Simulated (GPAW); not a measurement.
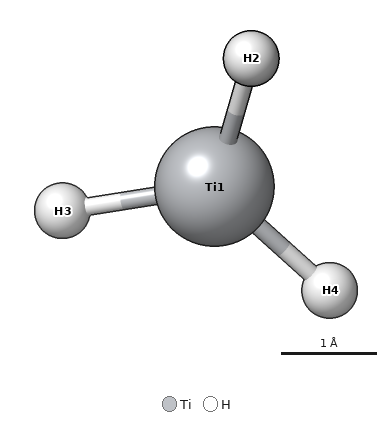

The structure as given in the input (ball-and-stick view, seen at a tilt; atoms are numbered from 1 in the order of the input). Sticks mark near contacts. Bond lengths as drawn: H–Ti 1.70 Å.

# TiH3: property calculation

The run: property calculation of TiH3, multiplicity 2. Method and program: PBE/real-space grid, UKS, scalar-relativistic datasets (GPAW 26.7.0).

The run did not end well. The geometry comes from this level: GFN2-xTB.

### The input (H3Ti_sp.py)
```python
import numpy as np
from ase import Atoms
from ase.units import Debye
from gpaw import GPAW

mol = Atoms(['Ti', 'H', 'H', 'H'],
    positions=[[ -0.000130,   0.000070,   0.000140],
               [  1.694600,  -0.027980,   0.012960],
               [ -0.823130,   1.481870,  -0.017560],
               [ -0.871350,  -1.453960,   0.004460]])
mol.center(vacuum=4.5)
mol.set_initial_magnetic_moments([1.0, 0.0, 0.0, 0.0])

calc = GPAW(mode='fd',
            maxiter=150,
            xc='PBE',
            occupations={'name': 'fermi-dirac', 'width': 0.01, 'fixmagmom': True},
            symmetry='off',
            h=0.18,
            txt='-')
mol.calc = calc

energy = mol.get_potential_energy()
print(f'Energy = {energy:.5f} eV')
forces = mol.get_forces()
print('Forces (eV/Ang)')
for symbol, f in zip(mol.symbols, forces):
    print(f'{symbol:2} {f[0]:9.4f} {f[1]:9.4f} {f[2]:9.4f}')
dipole = mol.get_dipole_moment() / Debye
print(f'Dipole                  {np.linalg.norm(dipole):.3f} D')
print('Moments:', mol.get_magnetic_moments().round(3))
```

Command:
```bash
python H3Ti_sp.py > H3Ti_sp.log
```

### Output
```
__  _  _
 | _ |_)|_||  |
 |__||  | ||/\| - 26.7.0

units:  Angstrom and eV
cores:  1
OpenMP: False

Versions:
  Python: 3.12.14
  ASE:    3.29.0
  Numpy:  2.5.5
  Scipy:  1.18.1
  Libxc:  7.0.0

        _gpaw.cpython-312-aarch64-linux-gnu.so

Input parameters:
  mode=FD(),
  h=0.18,
  maxiter=150,
  occupations=Occupations(name='fermi-dirac', width=0.01, fixmagmom=True),
  symmetry=Symmetry(point_group=False, time_reversal=False),
  xc=XC(name='PBE')

Diagonalizing LCAO Hamiltonian
Converting LCAO to fd mode
        .---------------------------.
       /|                           |
      / |                           |
     /  |                           |
    /   |                           |
   /    |                           |
  /     |                           |
 *      |                           |
 |      |       H                   |
 |      |        Ti   H             |
 |      |      H                    |
 |      .---------------------------.
 |     /                           /
 |    /                           /
 |   /                           /
 |  /                           /
 | /                           /
 |/                           /
 *---------------------------*

Atoms  # Å, Bohr magnetons
|   | symbol |        x |        y |        z |    initial magnetic moments |
|---|--------|----------|----------|----------|-----------------------------|
| 0 |     Ti | 5.371220 | 5.954030 | 4.517700 | ( 0.0000,  0.0000,  1.0000) |
| 1 |      H | 7.065950 | 5.925980 | 4.530520 | ( 0.0000,  0.0000,  0.0000) |
| 2 |      H | 4.548220 | 7.435830 | 4.500000 | ( 0.0000,  0.0000,  0.0000) |
| 3 |      H | 4.500000 | 4.500000 | 4.522020 | ( 0.0000,  0.0000,  0.0000) |

Unit cell  # Å
| periodic |         x |         y |        z |   lengths |    angles |
|----------|-----------|-----------|----------|-----------|-----------|
|       no | 11.565950 |  0.000000 | 0.000000 | 11.565950 | 90.000000 |
|       no |  0.000000 | 11.935830 | 0.000000 | 11.935830 | 90.000000 |
|       no |  0.000000 |  0.000000 | 9.030520 |  9.030520 | 90.000000 |

Number of symmetries: 1
Symmetry operations  # r_c * U_cc + t_c -> r_c
|   | kind |            matrix            |
|---|------|------------------------------|
| 0 |  E   |  1, 0, 0,  0, 1, 0,  0, 0, 1 |

BZ-sampling:
  Number of BZ points: 1
  Number of IBZ points: 1

  Monkhorst-Pack size: [1, 1, 1]
  Monkhorst-Pack shift: [0, 0, 0]

K-points  # in reciprocal-cell coordinates
|   |                                coordinates |     weight |
|---|--------------------------------------------|------------|
| 0 | (  0.00000000,   0.00000000,   0.00000000) | 1.00000000 |

Uniform wave function grid shape: (np.int64(63), np.int64(67), np.int64(51))
Spin-components: 2 (collinear spins)
Bands:           14
Projectors:      15
Spin-degeneracy: 1
Datatype:        float64

  Storage: CPU
  Wave functions: 48_220_704 bytes (48_220_704 per core)

Parallelization:
  kpt:    1
  domain: 1
  band:   1

Density:
  Valence electrons: 15.0
  Components: 2
  Grid points: [64 68 52]
  Charge: 0.0  # |e|

Potential:
  Grid points: [64 68 52]

species:
  Ti:
    name:    Titanium
    Z:       22.0
    valence: 12
    core:    10
    charge:  0.0  # [|e|]
    file:    Ti.PBE.gz
    compensation charges:
      type: gauss
      rc: 0.38  # [Å]
      lmax: 2
    cutoffs:
      filter: 2.23  # [Å]
      core: 1.02  # [Å]
    projectors
    | kind |    occ | energy [eV] | rcut [Å] |
    |------|--------|-------------|----------|
    |   3s |  2.000 |     -62.623 |    1.270 |
    |   4s |  2.000 |      -4.466 |    1.270 |
    |   3p |  6.000 |     -38.862 |    1.058 |
    |   4p |  0.000 |      -1.466 |    1.058 |
    |   3d |  2.000 |      -4.258 |    1.058 |
    |    d |        |      22.953 |    1.058 |

    Using partial waves for Ti as LCAO basis

  H:
    name:    Hydrogen
    Z:       1.0
    valence: 1
    core:    0
    charge:  0.0  # [|e|]
    file:    H.PBE.gz
    compensation charges:
      type: gauss
      rc: 0.15  # [Å]
      lmax: 2
    cutoffs:
      filter: 0.85  # [Å]
      core: 0.53  # [Å]
    projectors
    | kind |    occ | energy [eV] | rcut [Å] |
    |------|--------|-------------|----------|
    |   1s |  1.000 |      -6.494 |    0.476 |
    |    s |        |      20.717 |    0.476 |
    |    p |        |       0.000 |    0.476 |

    Using partial waves for H as LCAO basis

Reference energy: -23261.484768  # eV

eigensolver:
  PPCG
  Converge bands: occupied
  niter=2

density mixing:
  MSR1-Mixer
  Pratt-step length: 0.05
  Maximum mixing coefficient: 0.75
  Old densities: 10
  SVD Regularization: 0.005
  Good broyden scale: 1.0
  Trust region scale: 1.0
  Backstep threshold: 4.0
  History deletion threshold: 6.0
  Fourier metric: weight=20.0, sigma=0.015

occupation numbers:
  Fixed magnetic moment: 1.000
  Fermi-Dirac:
    width: 0.0100  # eV

FastPoissonSolver using
    Stencil: 6*3+1=19 point O(h^6) finite-difference Laplacian
    FFT axes: []
    FST axes: [np.int64(2), np.int64(0), np.int64(1)]

xc functional:
  name: PBE with 2 nearest neighbor stencil
interpolation: tri-quintic # 5. degree polynomial

Initialization done in: 1.614 s

convergence criteria:
- Maximum [total energy] change in last 3 cyles: 0.0005 eV / valence electron
- Maximum integral of absolute [dens]ity change: 0.0001 electrons / valence electron
- Maximum integral of absolute [eigenst]ate change: 4e-08 eV^2 / valence electron
maximum number of iterations: 150

SCF iterations
|iter     |     time |      energy | eigst |  dens |  magmom |
|---------|----------|-------------|-------|-------|---------|
|iter:   1| 00:00:03 |  -14.762911 | +0.57 |       |  +1.0032|
|iter:   2| 00:00:04 |  -14.456740 | -0.76 | -0.64 |  +1.0030|
|iter:   3| 00:00:06 |  -12.709455 | +0.22 | -0.67 |  +1.0010|
|iter:   4| 00:00:08 |  -12.743216 | -0.47 | -1.28 |  +1.0003|
|iter:   5| 00:00:09 |  -12.772197 | -1.24 | -1.32 |  +1.0002|
|iter:   6| 00:00:11 |  -12.834731 | -1.07 | -1.35 |  +0.9998|
|iter:   7| 00:00:13 |  -12.818275 | -1.70 | -1.73 |  +1.0000|
|iter:   8| 00:00:14 |  -12.824590 | -2.29 | -1.92 |  +1.0000|
|iter:   9| 00:00:16 |  -12.824537c| -3.45 | -2.92 |  +1.0000|
|iter:  10| 00:00:18 |  -12.824583c| -4.12 | -2.91 |  +1.0000|
[... 130 lines of further cycles ...]
|iter: 141| 00:04:08 |  -12.824603c| -3.77 | -3.54 |  +1.0000|
|iter: 142| 00:04:10 |  -12.824517c| -3.31 | -3.55 |  +1.0000|
|iter: 143| 00:04:11 |  -12.824482c| -3.08 | -3.66 |  +1.0000|
|iter: 144| 00:04:13 |  -12.824528c| -3.43 | -3.23 |  +1.0000|
|iter: 145| 00:04:15 |  -12.824484c| -3.25 | -3.71 |  +1.0000|
|iter: 146| 00:04:17 |  -12.824487c| -4.21 | -3.33 |  +1.0000|
|iter: 147| 00:04:18 |  -12.824501c| -4.32 | -3.29 |  +1.0000|
|iter: 148| 00:04:20 |  -12.824537c| -3.60 | -3.65 |  +1.0000|
|iter: 149| 00:04:22 |  -12.824505c| -3.56 | -3.69 |  +1.0000|
|iter: 150| 00:04:24 |  -12.824483c| -3.48 | -3.79 |  +1.0000|
gpaw.KohnShamConvergenceError
```

### Outcome

```csv
quantity,value
outcome,not converged
hardware,"1 thread of Arm Neoverse V2, 24 GiB of memory available, shared host"
wall time,4.4 min
peak memory,0.84 GiB
```

### Diagnosis

The run did not converge. Its last values are not results.
